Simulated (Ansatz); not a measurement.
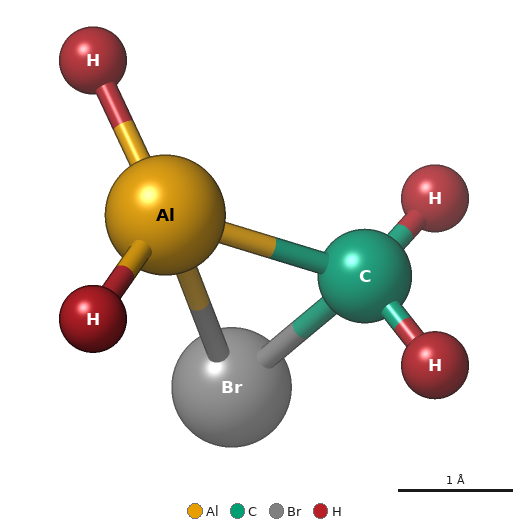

Atoms fade into the background with distance from the viewer. The computed structure is the end point of a PBE-D4/def2-SVP optimisation. No frequency run is at hand to confirm it as a minimum. Masses are those of the most abundant isotopes; constants are for the rigid equilibrium geometry.

Question: Classify the rotor and give the rotational constants (cm⁻¹).

Answer: An asymmetric top (Cs): A = 0.440, B = 0.103, C = 0.0885 cm⁻¹. Ray's parameter κ is −0.92, close to the prolate limit.
